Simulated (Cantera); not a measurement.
Feed: 1 mol TiO2, 2 mol CH4, 0.068 mol CO, at 2.30 bar.

These are equilibrium values from Cantera (NASA tables, ideal gas, pure condensed phases), not measurements of a reactor. Candidate condensed phases: C, C6H6, C7H8, C8H18, H2O, Ti, TiC, TiO, TiO2, Ti2O3, Ti3O5, Ti4O7; 113 gas species. Mutual solubility and eutectic melting of coexisting phases are not modelled. TiC: taken at fixed stoichiometry. Condensed phases not in the tables: Magnéli phases beyond Ti4O7. Rates play no part.

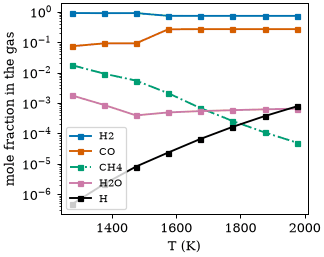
Figure: Equilibrium gas composition (values under 1e-9 drawn at 1e-9)

### Question
Read off the mole fractions at 1375 K.

### Answer
H2 about 0.90, CO about 0.091, CH4 about 0.0092, H2O about 0.00087, H about 2.1e-6.
